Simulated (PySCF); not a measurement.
**CH$_{12}$OSi$_{4}$ (SMILES CO[Si]([SiH3])([SiH3])[SiH3]): density, localisation and related maps**

```xyz
18

C     1.9988    1.1919   -0.6492
O     0.9201    0.4199   -1.0569
Si   -0.2761   -0.1943   -0.0947
Si   -1.3481    1.6188    0.9400
Si   -1.4867   -1.2568   -1.7666
Si    0.7226   -1.6243    1.4750
H     1.6613    2.0729   -0.0944
H     2.6677    0.6123   -0.0062
H     2.5469    1.5155   -1.5346
H    -2.7310    1.2920    1.2957
H    -1.4103    2.8287    0.1090
H    -0.6946    2.0592    2.1826
H    -2.0065   -0.3931   -2.8307
H    -2.6605   -1.8570   -1.1198
H    -0.7958   -2.3565   -2.4473
H     1.5610   -0.9316    2.4664
H    -0.2889   -2.3594    2.2383
H     1.6114   -2.6322    0.8819
```

Geometry: GFN2-xTB.

All numbers below come from wB97X-D/def2-SVPD, SCF density, gas phase in PySCF.

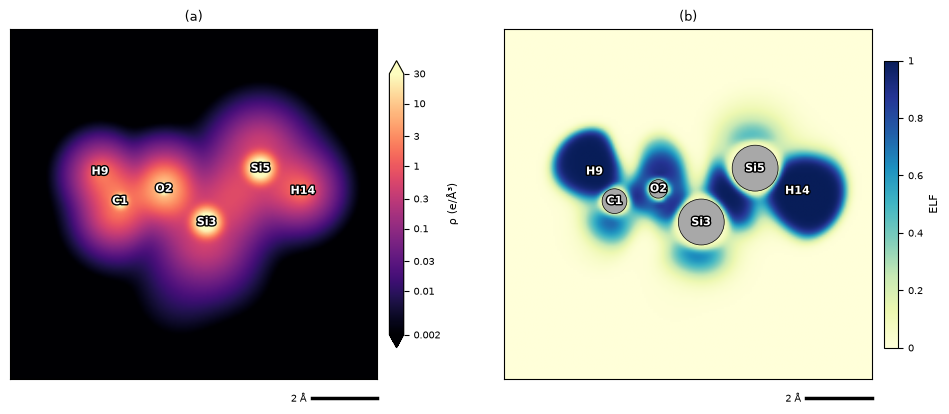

Figure 1. (a) total electron density; (b) electron localisation function on the plane of atoms C1, O2 and Si3. Grey discs cover the atomic cores in the ELF map.

Read the bonding off the picture.

Answer.
- Atoms in the plane: C, O, Si and H.
- C–O (1.39 Å): the density is about 2.1 e/Å³ at the midpoint, with its minimum of 1.8 e/Å³ about 0.5 Å from C; the ELF peaks at about 0.90 between the atoms: a shared but strongly polarised pair.
- Si–O (1.65 Å): ρ at the midpoint is about 1.1 e/Å³; the ELF peaks at about 0.85 between the atoms; a polar covalent bond.
- Si–Si (2.32 Å): the density is about 0.67 e/Å³ at the midpoint; the ELF peaks at about 1 between the atoms (a covalent bond).
- C–H (1.09 Å): ρ is about 2 e/Å³ halfway; the ELF climbs to about 1 towards the hydrogen, as it does in any bond to H (an ordinary covalent bond to hydrogen).
- Si–H (1.47 Å): ρ is about 0.78 e/Å³ halfway; the ELF climbs to about 1 towards the hydrogen.
- The ELF also peaks beside O2, away from the bonds: lone-pair regions.

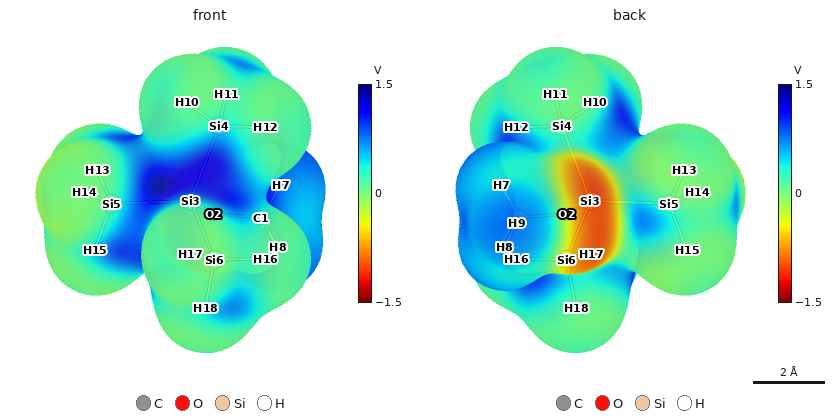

Figure 2. The molecular electrostatic potential painted on the density surface at 0.002 e/bohr³, seen from the front and from behind; the colour scale runs from red (negative) to blue (positive).

Where is the surface potential most negative and most positive?

Answer. The most negative region (about −1.0 V) lies over O2, the most positive (about +1.2 V) over Si3 and Si4. O2 is the likeliest acceptor of a hydrogen bond.

What dipole moment does the calculation give?

Answer. Its dipole moment is 1.10 D.
